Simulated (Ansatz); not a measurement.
# BSiNH2ClF (SMILES F[Si]1(Cl)BN1) at 6 levels

Wanted: a comparison of 6 runs (B2PLYP/cc-pVDZ, CAM-B3LYP/cc-pVDZ, PBE/cc-pVDZ, PBE0/cc-pVDZ, r2SCAN/cc-pVDZ, r2SCAN0/cc-pVDZ) of BSiNH2ClF. 

Program for the calculation: Ansatz 0.2.0.

139 further runs of the same task are left out: 139 set aside as unsound or not needed.

### 1 The structure to begin with

BSiNH2ClF has 7 atoms, charge 0, and is taken as a singlet. As SMILES, `F[Si]1(Cl)BN1`. The N5–H7 distance was set to 1.517 Å, away from the relaxed value. At this shape a bond of the SMILES string is far longer than usual.

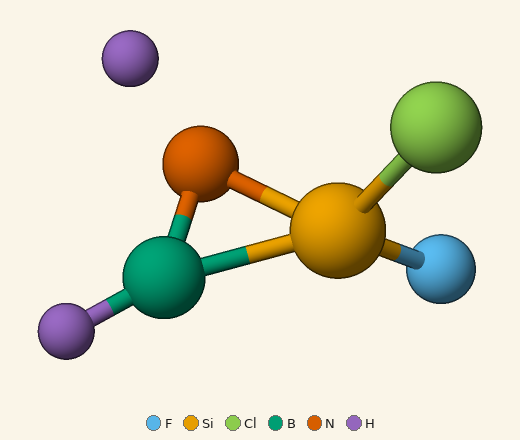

The structure, seen from a chosen angle (fluorine blue, silicon amber, chlorine green, boron teal, nitrogen orange, hydrogen purple).

### 2 A single-point energy at B2PLYP/cc-pVDZ (run 1)

input.yaml reads:

```yaml
crystal:
  periodic: [false, false, false]
  atoms:
    - {symbol: F, position_ang: [-0.691914, -2.378660, 0.160768]}
    - {symbol: Si, position_ang: [-0.283314, -0.981960, 0.799068]}
    - {symbol: Cl, position_ang: [1.169086, -1.439760, 2.150668]}
    - {symbol: B, position_ang: [-1.051014, 0.707840, 0.410668]}
    - {symbol: N, position_ang: [0.067786, 0.276040, -0.315732]}
    - {symbol: H, position_ang: [-1.734614, 1.677340, 0.404168]}
    - {symbol: H, position_ang: [0.906900, 0.874400, -1.428900]}
basis:
  gaussian:
    orbitals: cc-pVDZ
magnetization:
  spin_polarized: false
  initial_magnetization: 0
hamiltonian:
  xc: {name: B2PLYP}
correlation:
  frozen_orbitals: {B: 1, Cl: 5, F: 1, H: 0, "N": 1, Si: 5}
accuracy: high
output: {orbitals: {seedname: orbitals}}
```

The run is started by

```bash
$ ansatz run input.yaml --threads 1 --pin off --max-ram 2610MiB --events-out events.jsonl --progress --plain --runs-dir runs
```

What it wrote:

```text
Warning: RAYON_NUM_THREADS=1 ignored (pool sized by the plan → 1); use --threads N
Functional definition: B2PLYP
  name "B2PLYP"
  parameter a = 0.53
  parameter c = 0.27
  exchange = (1 - a)*b88_x + a*exact_x
  correlation = (1 - c)*lyp_c + c*(mp2_os + mp2_ss)
1969 factors; integrals over basis functions are off by at most 3.6e-9 eV
mean field evaluation 1: about -25294.2741 eV, gradient 4.7e1 eV
mean field evaluation 2: about -25294.6144 eV, gradient 4.7e1 eV
mean field evaluation 4: about -25299.0394 eV, gradient 6.8e0 eV
mean field evaluation 8: about -25299.1665 eV, gradient 6.2e-1 eV
mean field evaluation 16: about -25299.1675 eV, gradient 2.4e-4 eV
mean field -25299.16749892 eV, -929.7272571938 hartree, gradient 6.2e-8 eV, S^2 0.000000; 0 other end points of the search recorded, 0 dependent functions left out
13 core orbitals not correlated: weight in the atoms' cores, before any rotation towards them, 1.000 or more for the frozen orbitals, at most 0.000 for the correlated occupied ones
reference -25299.16752521 eV, -929.7272581597 hartree; 14, 14 occupied and 61, 61 virtual orbitals, 1969 factors
second order -22.61334214 eV of doubles, -0.00000000 eV of singles
Total energy: -25305.27312758 eV, -929.9516349085 hartree
```

Run time: 17 s. Hardware: 1 thread of Arm Neoverse V1, shared host; peak memory 0.3 GiB.

### 3 A single-point energy at CAM-B3LYP/cc-pVDZ (run 2)

in.yaml reads:

```yaml
crystal:
  periodic: [false, false, false]
  atoms:
    - {symbol: F, position_ang: [-0.691914, -2.378660, 0.160768]}
    - {symbol: Si, position_ang: [-0.283314, -0.981960, 0.799068]}
    - {symbol: Cl, position_ang: [1.169086, -1.439760, 2.150668]}
    - {symbol: B, position_ang: [-1.051014, 0.707840, 0.410668]}
    - {symbol: N, position_ang: [0.067786, 0.276040, -0.315732]}
    - {symbol: H, position_ang: [-1.734614, 1.677340, 0.404168]}
    - {symbol: H, position_ang: [0.906900, 0.874400, -1.428900]}
basis:
  gaussian:
    orbitals: cc-pVDZ
hamiltonian:
  xc: {name: CAM-B3LYP}
accuracy: high
output:
  orbitals: {seedname: orbitals}
```

The run is started by

```bash
$ ansatz run in.yaml --threads 1 --pin off --max-ram 2610MiB --events-out events.jsonl --progress --plain --runs-dir runs
```

What it wrote:

```text
Warning: RAYON_NUM_THREADS=1 ignored (pool sized by the plan → 1); use --threads N
Functional definition: CAM-B3LYP
  name "CAM-B3LYP"
  parameter alpha = 0.19
  parameter beta = 0.46
  parameter omega = 0.33/bohr
  parameter ac = 0.81
  exchange = (1 - alpha - beta)*b88_x + beta*b88_x_sr(omega) + alpha*exact_x + beta*exact_x_lr(omega)
  correlation = (1 - ac)*vwn5_c + ac*lyp_c
1969 factors; integrals over basis functions are off by at most 3.6e-9 eV
421 factors; integrals over basis functions are off by at most 1.9e-9 eV
mean field evaluation 1: about -25309.7009 eV, gradient 5.2e1 eV
mean field evaluation 2: about -25304.7322 eV, gradient 7.1e1 eV
mean field evaluation 4: about -25315.2768 eV, gradient 3.1e0 eV
mean field evaluation 8: about -25315.4337 eV, gradient 2.9e-1 eV
mean field evaluation 16: about -25315.4339 eV, gradient 9.5e-5 eV
mean field -25315.43394879 eV, -930.3250382007 hartree, gradient 2.7e-8 eV, S^2 0.000000; 0 other end points of the search recorded, 0 dependent functions left out
reference -25315.43396874 eV, -930.3250389336 hartree; 27, 27 occupied and 61, 61 virtual orbitals, 1969 factors
Total energy: -25315.43396874 eV, -930.3250389336 hartree
```

It took 12 s on 1 thread of Arm Neoverse V1, shared host; peak memory 0.34 GiB.

Runs 3 to 5 aren't shown in full; the table further down has their settings and results.

### 4 A single-point energy at r2SCAN0/cc-pVDZ (run 6)

input.yaml, as its differences from that of step 2:

```diff
@@ -13,9 +13,4 @@
     orbitals: cc-pVDZ
-magnetization:
-  spin_polarized: false
-  initial_magnetization: 0
 hamiltonian:
-  xc: {name: B2PLYP}
-correlation:
-  frozen_orbitals: {B: 1, Cl: 5, F: 1, H: 0, "N": 1, Si: 5}
+  xc: {name: r2SCAN0}
 accuracy: high
```

The run is started by

```bash
$ ansatz run input.yaml --threads 1 --pin off --max-ram 2610MiB --events-out events.jsonl --progress --plain --runs-dir runs
```

What it wrote:

```text
Warning: RAYON_NUM_THREADS=1 ignored (pool sized by the plan → 1); use --threads N
Functional definition: r2SCAN0
  name "r2SCAN0"
  parameter a = 0.25
  parameter k0 = 0.174
  parameter k1 = 0.065
  parameter a1 = 4.9479
  exchange = (1 - a)*r2scan_x(k0 = k0, k1 = k1, a1 = a1) + a*exact_x
  correlation = r2scan_c
1969 factors; integrals over basis functions are off by at most 3.6e-9 eV
mean field evaluation 1: about -25306.4407 eV, gradient 5.1e1 eV
mean field evaluation 2: about -25297.9430 eV, gradient 7.7e1 eV
mean field evaluation 4: about -25311.9830 eV, gradient 3.7e0 eV
mean field evaluation 8: about -25312.1930 eV, gradient 5.0e-1 eV
mean field evaluation 16: about -25312.1937 eV, gradient 6.8e-5 eV
mean field -25312.19369436 eV, -930.2059610467 hartree, gradient 9.1e-8 eV, S^2 0.000000; 0 other end points of the search recorded, 0 dependent functions left out
reference -25312.19369494 eV, -930.2059610681 hartree; 27, 27 occupied and 61, 61 virtual orbitals, 1969 factors
Total energy: -25312.19369494 eV, -930.2059610681 hartree
```

Wall time 20 s (1 thread of Arm Neoverse V1, shared host); peak memory 0.36 GiB.

### 5 Overview of the runs

| run | level | frozen core orbitals | energy (Eh) | HOMO energy (eV) | LUMO energy (eV) | HOMO–LUMO gap (eV) | wall time |
| --- | --- | --- | --- | --- | --- | --- | --- |
| 1 | B2PLYP/cc-pVDZ | 13 | -929.951635 | -8.50 | -0.57 | 7.92 | 17 s |
| 2 | CAM-B3LYP/cc-pVDZ | – | -930.325039 | -8.80 | -0.77 | 8.03 | 12 s |
| 3 | PBE/cc-pVDZ | – | -929.848219 | -6.56 | -2.76 | 3.79 | 8.7 s |
| 4 | PBE0/cc-pVDZ | – | -929.913885 | -7.63 | -1.89 | 5.74 | 11 s |
| 5 | r2SCAN/cc-pVDZ | – | -930.241332 | -6.82 | -2.63 | 4.19 | 19 s |
| 6 | r2SCAN0/cc-pVDZ | – | -930.205961 | -7.78 | -1.80 | 5.97 | 20 s |

### 6 Summary of results

```
            quantity          value
 run 6: total energy  -930.20596 Eh
  run 6: HOMO energy       -7.78 eV
  run 6: LUMO energy       -1.80 eV
run 6: HOMO–LUMO gap        5.97 eV
```

The HOMO–LUMO gap runs from 3.79 eV (PBE/cc-pVDZ) to 8.03 eV (CAM-B3LYP/cc-pVDZ). Totals of different functionals can't be ranked against each other. All runs together took 87 s, the longest 20 s.
